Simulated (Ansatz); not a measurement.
**Geometry relaxation of SnHCl$_{3}$**

System: SnHCl$_{3}$.
Method: RKS B3LYP/def2-SVP (Ansatz 0.2.0).

It belongs to a series of runs on one base structure; here: start relaxed. Figures and captions count atoms from 1; the log counts them from 0 in places.

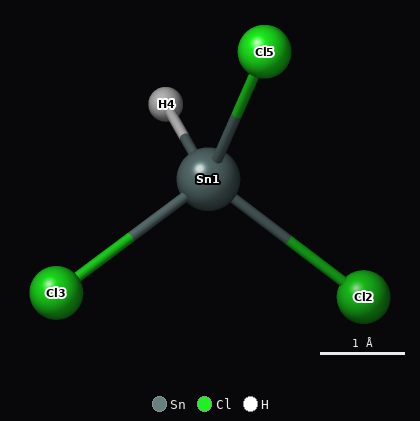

**Figure 1.** The starting structure (ball-and-stick view, seen at a tilt; atoms are numbered from 1 in the order of the input). Sticks mark near contacts. Bond lengths as drawn: Cl–Sn 2.41 Å and H–Sn 1.74 Å.

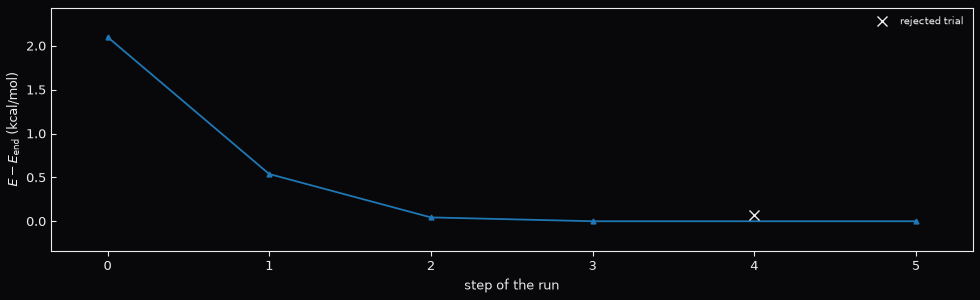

**Figure 2.** Progress of the relaxation, step by step (the first geometry is step 0 here and step 1 in the log).

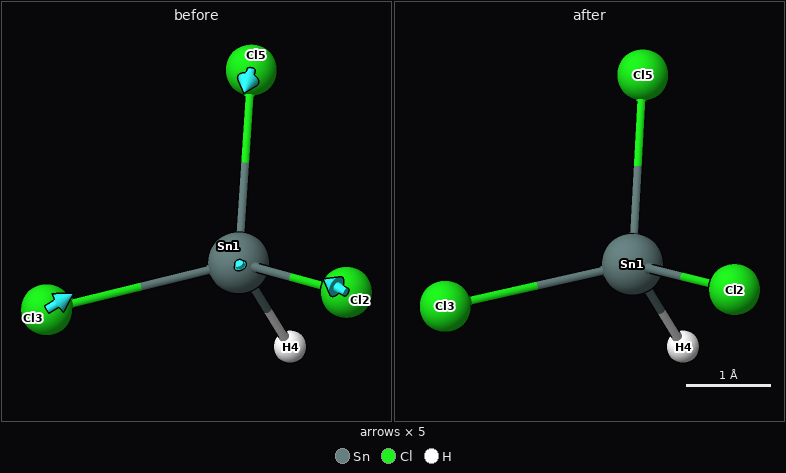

**Figure 3.** Before (left) and after (right) the relaxation, at one scale (ball-and-stick view, seen at a tilt). The teal arrows give the displacements, magnified 5 times. The largest moves after the best rigid fit, 0.080 Å, are those of Cl2 and Cl3. Largest moves by element: Cl 0.080 Å, Sn 0.030 Å, H 0.002 Å. Distances before and after: Sn1–Cl2 2.410 → 2.349 Å, Sn1–H4 1.739 → 1.707 Å. Over 5 geometry steps the energy falls by 2.10 kcal/mol. The largest force component goes from 0.81 to 0.0082 eV/Å. The line search rejected the trial step at point 4 (counted from 0) and went back. (Atoms are counted from 1 in the order of the input.)

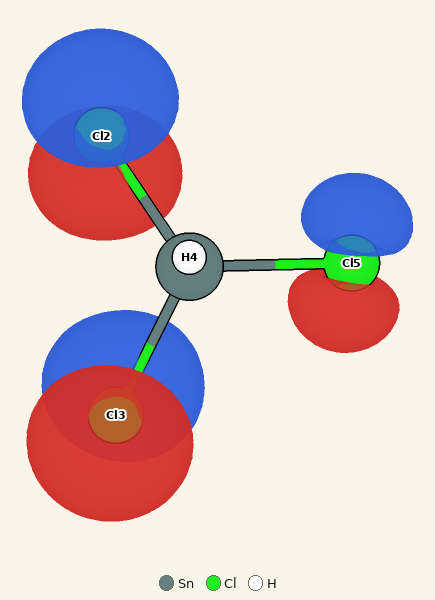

**Figure 4.** The HOMO−1 at ±0.1 Å⁻³ᐟ² (red and blue are the two phases), seen face on. Its energy is −8.97 eV.

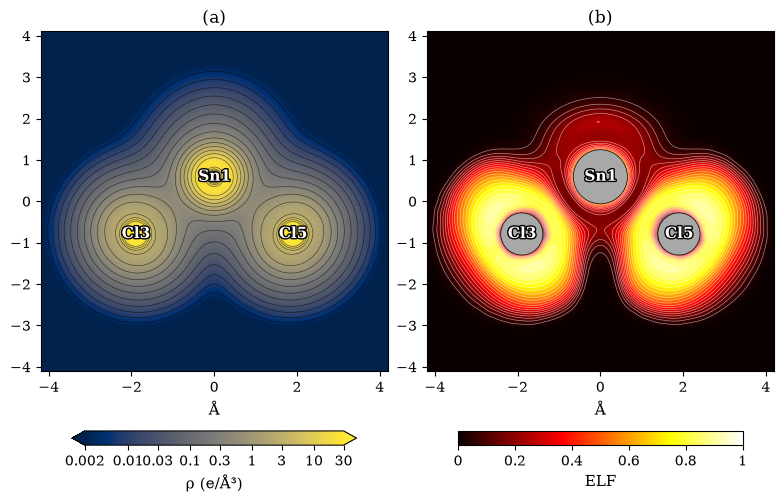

**Figure 5.** (a) electron density; (b) ELF on the plane of atoms Cl3, Sn1 and Cl5. Grey discs, where drawn, cover atomic cores.

The input that produced these results follows, with the program's output.

## The input
```yaml
crystal:
  periodic: [false, false, false]
  atoms:
    - { symbol: Sn, position_ang: [0.0, 0.0, 0.0] }
    - { symbol: Cl, position_ang: [0.0, 0.0, 2.41] }
    - { symbol: Cl, position_ang: [2.2726, 0.0, -0.8025] }
    - { symbol: H, position_ang: [-0.8195, 1.4198, -0.5794] }
    - { symbol: Cl, position_ang: [-1.1351, -1.9666, -0.8025] }
basis:
  gaussian: { orbitals: def2-SVP }
hamiltonian:
  xc: b3lyp
relax:
  f_tol: 0.02
  max_steps: 40
output:
  orbitals: {}
```

Launched with:
```bash
ansatz run input.yaml --threads 1 --pin off --max-ram 2048MiB --backend cpu --events-out ev --progress --plain --runs-dir out
```

## What the program printed
```
The last accepted step is kept in [file] (removed where the run ends without a failure and the disk answers)
Engine: ansatz 0.2.0, aarch64-unknown-linux-gnu
Functional definition: B3LYP
  parameter a0 = 0.2
  parameter ax = 0.72
  parameter ac = 0.81
  exchange = (1 - a0 - ax)*slater_x + ax*b88_x + a0*exact_x
  correlation = (1 - ac)*vwn_rpa_c + ac*lyp_c
929 factors; integrals over basis functions are off by at most 3.1e-4 eV
mean field evaluation 1: about -43408.5706 eV, gradient 2.3e1 eV
mean field evaluation 2: about -43406.5608 eV, gradient 3.6e1 eV
mean field evaluation 4: about -43410.1091 eV, gradient 4.7e-1 eV
mean field evaluation 8: about -43410.1083 eV, gradient 8.1e-3 eV
mean field -43410.10826417 eV, -1595.2920542800 hartree, gradient 2.9e-5 eV, S^2 0.000000; 0 other end points of the search recorded, 0 dependent functions left out
the calculation of the forces begins
reference -43410.10851145 eV, -1595.2920633674 hartree; 37, 37 occupied and 48, 48 virtual orbitals, 929 factors
relax step   1: F+E_penalty+E_count = -43410.10826417 eV  Δ(F+E_penalty+E_count) = +0.000e0 eV  max|allowed force component| = 8.137e-1 eV/Å  Δτ_max = 0.0000 Å  (23 SCF iters, accepted)
these checks for a lower state are left out or cut short: starts, cluster_reference, orbital_swaps, neighbouring_geometries, increment
929 factors; integrals over basis functions are off by at most 2.8e-4 eV
mean field evaluation 16: about -43410.1728 eV, gradient 1.3e-1 eV
mean field -43410.17600520 eV, -1595.2945437171 hartree, gradient 1.1e-5 eV, S^2 0.000000; 0 other end points of the search recorded, 0 dependent functions left out
the calculation of the forces begins
reference -43410.17624925 eV, -1595.2945526855 hartree; 37, 37 occupied and 48, 48 virtual orbitals, 929 factors
relax step   2: F+E_penalty+E_count = -43410.17600520 eV  Δ(F+E_penalty+E_count) = -6.774e-2 eV  max|allowed force component| = 4.738e-1 eV/Å  Δτ_max = 0.1158 Å  (25 SCF iters, accepted)
these checks for a lower state are left out or cut short: starts, cluster_reference, orbital_swaps, neighbouring_geometries, increment
929 factors; integrals over basis functions are off by at most 2.9e-4 eV
mean field -43410.19744870 eV, -1595.2953317510 hartree, gradient 1.7e-5 eV, S^2 0.000000; 0 other end points of the search recorded, 0 dependent functions left out
the calculation of the forces begins
reference -43410.19769424 eV, -1595.2953407743 hartree; 37, 37 occupied and 48, 48 virtual orbitals, 929 factors
relax step   3: F+E_penalty+E_count = -43410.19744870 eV  Δ(F+E_penalty+E_count) = -2.144e-2 eV  max|allowed force component| = 8.317e-2 eV/Å  Δτ_max = 0.0256 Å  (26 SCF iters, accepted)
these checks for a lower state are left out or cut short: starts, cluster_reference, orbital_swaps, neighbouring_geometries, increment
929 factors; integrals over basis functions are off by at most 2.9e-4 eV
mean field evaluation 32: about -43410.1993 eV, gradient 1.7e-5 eV
mean field -43410.19934688 eV, -1595.2954015079 hartree, gradient 1.6e-5 eV, S^2 0.000000; 0 other end points of the search recorded, 0 dependent functions left out
the calculation of the forces begins
reference -43410.19959217 eV, -1595.2954105220 hartree; 37, 37 occupied and 48, 48 virtual orbitals, 929 factors
relax step   4: F+E_penalty+E_count = -43410.19934688 eV  Δ(F+E_penalty+E_count) = -1.898e-3 eV  max|allowed force component| = 8.218e-3 eV/Å  Δτ_max = 0.0173 Å  (26 SCF iters, accepted)
these checks for a lower state are left out or cut short: starts, cluster_reference, orbital_swaps, neighbouring_geometries, increment
929 factors; integrals over basis functions are off by at most 3.0e-4 eV
mean field -43410.19610606 eV, -1595.2952824098 hartree, gradient 1.8e-5 eV, S^2 0.000000; 0 other end points of the search recorded, 0 dependent functions left out
the calculation of the forces begins
reference -43410.19635144 eV, -1595.2952914275 hartree; 37, 37 occupied and 48, 48 virtual orbitals, 929 factors
relax step   5: F+E_penalty+E_count = -43410.19610606 eV  Δ(F+E_penalty+E_count) = +3.241e-3 eV  max|allowed force component| = 2.174e-1 eV/Å  Δτ_max = 0.0245 Å  (26 SCF iters, rejected (line search))
relax step   6: F+E_penalty+E_count = -43410.19934688 eV  Δ(F+E_penalty+E_count) = +0.000e0 eV  max|allowed force component| = 8.218e-3 eV/Å  Δτ_max = 0.0000 Å  (26 SCF iters, accepted)
929 factors; integrals over basis functions are off by at most 2.9e-4 eV
mean field -43410.19934688 eV, -1595.2954015079 hartree, gradient 1.6e-5 eV, S^2 0.000000; 1 other end points of the search recorded, 0 dependent functions left out
the calculation of the forces begins
reference -43410.19959217 eV, -1595.2954105220 hartree; 37, 37 occupied and 48, 48 virtual orbitals, 929 factors
Total energy: -43410.19959217 eV, -1595.2954105220 hartree
Atom 0 at    -0.014043     0.024856    -0.009724 Å, force     0.005609    -0.008218     0.003510 eV/Å
Atom 1 at     0.017787    -0.030503     2.338299 Å, force    -0.000006    -0.000406    -0.002645 eV/Å
Atom 2 at     2.210450    -0.030432    -0.761880 Å, force    -0.002037    -0.000494     0.000988 eV/Å
Atom 3 at    -0.818194     1.418605    -0.578826 Å, force    -0.004795     0.007090    -0.002945 eV/Å
Atom 4 at    -1.077999    -1.929327    -0.762269 Å, force     0.001229     0.002029     0.001091 eV/Å
Dipole moment:    -0.205310     0.355221    -0.145128 e Å
```

## Trajectory as extended XYZ (Å, eV, eV/Å), 6 frames, from step=1 to step=6
```
5
Properties=species:S:1:pos:R:3:forces:R:3 step=1 energy=-43410.10826
Sn    0.0000    0.0000    0.0000    0.1106  -0.1601   0.0777
Cl    0.0000    0.0000    2.4100    0.0377  -0.0654  -0.8137
Cl    2.2726    0.0000   -0.8025   -0.7563  -0.0653   0.3068
H    -0.8195    1.4198   -0.5794    0.1824  -0.3154   0.1285
Cl   -1.1351   -1.9666   -0.8025    0.4256   0.6062   0.3007
5
Properties=species:S:1:pos:R:3:forces:R:3 step=2 energy=-43410.17601
Sn   -0.0187    0.0334   -0.0131   -0.0857   0.1238  -0.0593
Cl    0.0243   -0.0414    2.3050   -0.0080   0.0129   0.4738
Cl    2.1812   -0.0412   -0.7446    0.4459   0.0126  -0.1658
H    -0.8144    1.4123   -0.5762   -0.1255   0.2159  -0.0883
Cl   -1.0543   -1.9099   -0.7454   -0.2267  -0.3653  -0.1603
5
Properties=species:S:1:pos:R:3:forces:R:3 step=3 energy=-43410.19745
Sn   -0.0220    0.0390   -0.0156    0.0492  -0.0832   0.0354
Cl    0.0256   -0.0431    2.3300   -0.0200   0.0338   0.0232
Cl    2.2056   -0.0434   -0.7517    0.0145   0.0342  -0.0267
H    -0.8266    1.4314   -0.5842   -0.0064   0.0133  -0.0053
Cl   -1.0646   -1.9307   -0.7528   -0.0373   0.0019  -0.0266
5
Properties=species:S:1:pos:R:3:forces:R:3 step=4 energy=-43410.19935
Sn   -0.0140    0.0249   -0.0097    0.0056  -0.0082   0.0035
Cl    0.0178   -0.0305    2.3383    0.0000  -0.0004  -0.0026
Cl    2.2104   -0.0304   -0.7619   -0.0020  -0.0005   0.0010
H    -0.8182    1.4186   -0.5788   -0.0048   0.0071  -0.0029
Cl   -1.0780   -1.9293   -0.7623    0.0012   0.0020   0.0011
5
Properties=species:S:1:pos:R:3:forces:R:3 step=5 energy=-43410.19611 accepted=F
Sn   -0.0026    0.0268   -0.0210   -0.2172  -0.0502   0.2174
Cl    0.0085   -0.0478    2.3363    0.0228   0.0292  -0.1252
Cl    2.2129   -0.0152   -0.7628    0.1501  -0.0227  -0.0564
H    -0.8109    1.4199   -0.5861   -0.0002   0.0078  -0.0078
Cl   -1.0898   -1.9305   -0.7408    0.0444   0.0358  -0.0280
5
Properties=species:S:1:pos:R:3:forces:R:3 step=6 energy=-43410.19935
Sn   -0.0140    0.0249   -0.0097    0.0056  -0.0082   0.0035
Cl    0.0178   -0.0305    2.3383    0.0000  -0.0004  -0.0026
Cl    2.2104   -0.0304   -0.7619   -0.0020  -0.0005   0.0010
H    -0.8182    1.4186   -0.5788   -0.0048   0.0071  -0.0029
Cl   -1.0780   -1.9293   -0.7623    0.0012   0.0020   0.0011
```

## Results in brief

- outcome: converged
- total energy: −43410.1996 eV
- mean-field energy: −43410.1996 eV
- largest force (length of the vector) at the end: 0.011 eV/Å
- hardware: 1 thread of Arm Neoverse V2, 24 GiB of memory available, shared host
- wall time: 20 s
- peak memory: 0.2 GiB
